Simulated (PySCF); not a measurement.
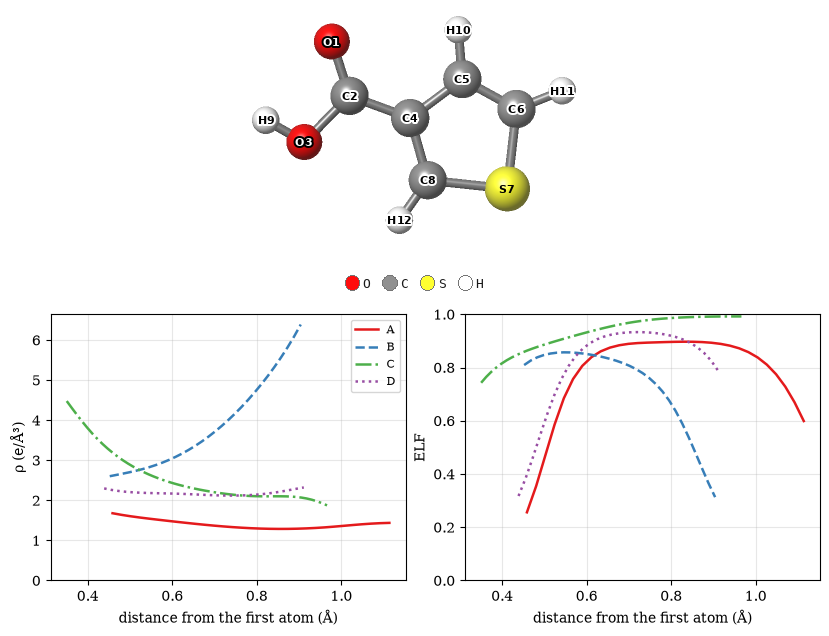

C5H4O2S (SMILES [O-][C](O)c1ccsc1) (charge −1, doublet). Total electron density and ELF along straight lines between neighbouring atoms. The curves leave out the atomic cores. The structure is drawn too.

Geometry: GFN2-xTB.

Method: UKS B3LYP, pcH-1 on C H O S, non-relativistic, mean-field spin-orbit, GIAO (PySCF 2.14.0, density-fitted response routines).

```tsv
atom	x (Å)	y (Å)	z (Å)
O	1.9111	1.1572	1.2251
C	1.4562	0.1915	0.5813
O	2.3562	-0.8304	0.2184
C	0.1301	-0.0236	0.1547
C	-0.9277	0.8877	0.4199
C	-2.1259	0.5046	-0.0693
S	-2.0449	-1.0299	-0.9078
C	-0.3332	-1.1335	-0.5761
H	3.2102	-0.5479	0.5708
H	-0.7696	1.8031	0.9669
H	-3.0757	1.0040	-0.0106
H	0.2142	-1.9835	-0.9233
```

### Which curve belongs to which contact (C–C, C–O, C–S and O–H)? The first atom named is at distance zero.

Curve A: C–S (1.75 Å): ρ is about 1.3 e/Å³ halfway; the ELF peaks at about 0.90 between the atoms (a shared electron pair). Curve B: C–O (1.25 Å): ρ at the midpoint is about 3.2 e/Å³; the ELF peaks at about 0.85 between the atoms: a short, strongly polar bond. Curve C: O–H (0.97 Å): ρ at the midpoint is about 3 e/Å³; the ELF climbs to about 1 towards the hydrogen, as it does in any bond to H (an ordinary covalent bond to hydrogen). Curve D: C–C (1.35 Å): ρ at the midpoint is about 2.1 e/Å³; the ELF peaks at about 0.95 between the atoms: a covalent bond.
